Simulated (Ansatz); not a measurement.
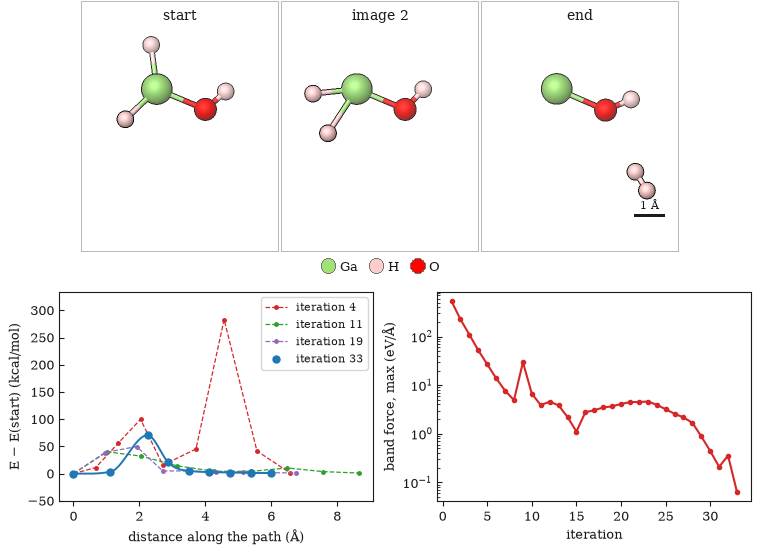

NEB run on GaH3O. Images are numbered from 0 (start) to 8 (end). The plot follows the band through its iterations. The picture is a ball-and-stick view, seen at a tilt.

All numbers below come from RKS B3LYP-D4/def2-SVP (Ansatz 0.2.0). Run with 7 movable images; climbing image; force threshold 0.2 eV/Å; iteration limit 60; starting path through a guess of the saddle point.

**Did the band converge, and can the barrier be trusted?**

The run met only a loose threshold, so the barrier can't be trusted yet. The band converged in 33 iterations. The largest component of the band force went from 530 to 0.063 eV/Å. The climbing image converged on the top of the path. Its curvatures weren't checked. The force threshold is so loose that the height of the top is at best an upper bound. The first iteration put the highest image at 3111.4 kcal/mol. The highest point, image 2, lies 70.6 kcal/mol above the start and 69.5 kcal/mol above the end; the end is at +1.2 kcal/mol relative to the start.

Cost: 3.1 min on 1 thread of Intel(R) Xeon(R) 6975P-C (Granite Rapids) (shared host), peak memory 0.13 GiB.
